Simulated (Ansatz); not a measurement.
Process, species as SMILES: [O]Cl (O-Cl) → ClO+ (triplet, bonded as [O]Cl) + e-
B3LYP-D3(BJ)/def2-TZVP geometries, fixed; electronic energies without zero-point terms.

Basis-set convergence of the adiabatic ionisation energy at MP2 with Ansatz (a program for electronic structure). Cartesian d functions, on some or all atoms, in 6-311G**; all else is spherical. Cores are frozen. Open shells are unrestricted. No added dispersion term, no relativity. Functions are those of the species that has most. Reference: Hartree-Fock in aug-cc-pV(Q+d)Z plus the correlation part extrapolated as X^-3 from aug-cc-pV(T+d)Z and aug-cc-pV(Q+d)Z, 10.814 eV, itself unsure by roughly 0.028 eV (a third of the extrapolation step and of the last Hartree-Fock step). Deviations are taken from unrounded values.

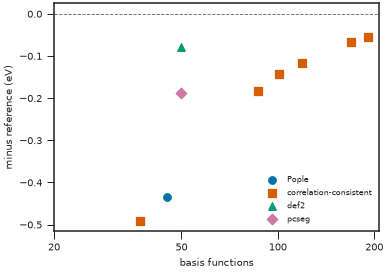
Figure: Deviation from the reference against the number of basis functions, by family of sets.

```
basis            functions  adiabatic ionisation energy (eV)  minus reference (eV)
---------------  ---------  --------------------------------  --------------------
cc-pV(D+d)Z             37                            10.323                -0.491
6-311G**                45                            10.378                -0.436
aug-pcseg-1             50                            10.626                -0.188
def2-SVPD               50                            10.735                -0.079
jun-cc-pV(T+d)Z         87                            10.631                -0.183
aug-cc-pV(T+d)Z        101                            10.672                -0.142
cc-pV(Q+d)Z            119                            10.698                -0.116
aug-cc-pV(Q+d)Z        169                            10.747                -0.067
cc-pV(5+d)Z            191                            10.759                -0.055
```
